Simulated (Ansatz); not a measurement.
H$_{4}$Sn···HCl

```yaml
atoms:
  - { symbol: Sn, position_ang: [0.3108, 0.0000, -0.1498] }
  - { symbol: H, position_ang: [0.3108, 0.0000, 1.5663] }
  - { symbol: H, position_ang: [1.9391, 0.0000, -0.6809] }
  - { symbol: H, position_ang: [-0.4743, 1.4057, -0.7192] }
  - { symbol: H, position_ang: [-0.4743, -1.4057, -0.7192] }
  - { symbol: Cl, position_ang: [-3.1089, 0.0000, 1.5955] }
  - { symbol: H, position_ang: [-2.1088, 0.0000, 2.4053] }
```

Core potentials replace the inner electrons of Sn.

Level of theory: RKS PBE0-D4/def2-SVP (Ansatz 0.2.0).

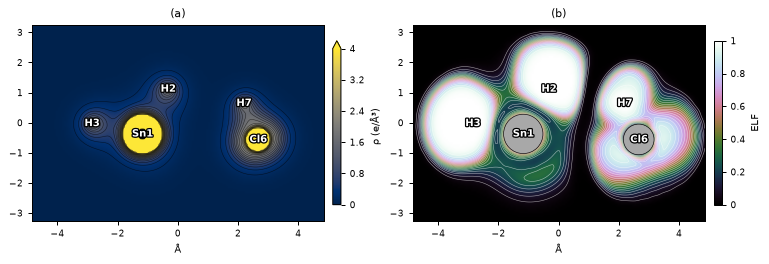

Figure 1. (a) electron density; (b) ELF on the plane of atoms H2, Sn1 and H3. Grey discs cover the atomic cores in the ELF map.

Describe what can be read from this map.

- The plane passes through Sn, H and Cl nuclei.
- Sn1···Cl6 (3.84 Å): the density falls to about 0.03 e/Å³ on the way; the ELF dips to about 0 between them (a weak contact between the two molecules).
- Cl–H (1.29 Å): the density is about 1.9 e/Å³ at the midpoint; the ELF climbs to about 1 towards the hydrogen, as it does in any bond to H.
- Sn–H (1.72 Å): ρ is about 1.1 e/Å³ halfway; the ELF climbs to about 1 towards the hydrogen.
- The ELF also peaks beside Cl6, away from the bonds: lone-pair regions.

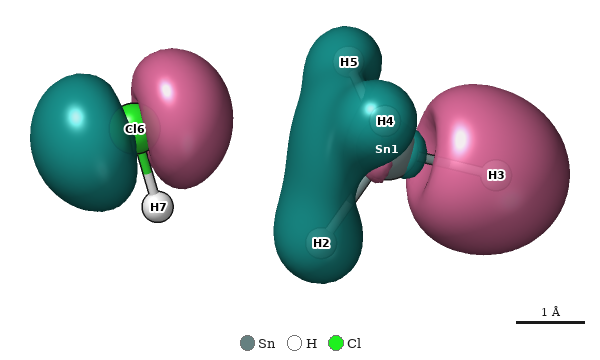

Figure 2. The HOMO at ±0.1 Å⁻³ᐟ² (teal and pink are the two phases), seen at a tilt.

Where does this orbital lie, and at what energy?

It lies mainly on Cl6 (about 35 %), Sn1 (about 30 %) and H3 (about 25 %). Its energy is −8.87 eV.
